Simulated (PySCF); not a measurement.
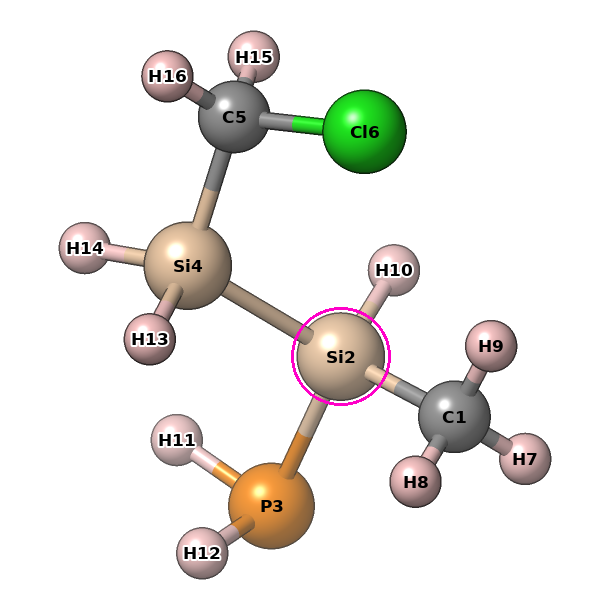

Atoms fade into the background with distance from the viewer. Circles mark the stereogenic atoms. The geometry was computed by an optimisation with PBE0-D3(BJ)/def2-SVP. No frequency run is at hand to confirm it as a minimum.

Assign CIP descriptors.

Si2: R (priorities P3 > Si4 > C1 > H10).

Give a SMILES with the stereochemistry.

C[Si@@H](P)[SiH2]CCl
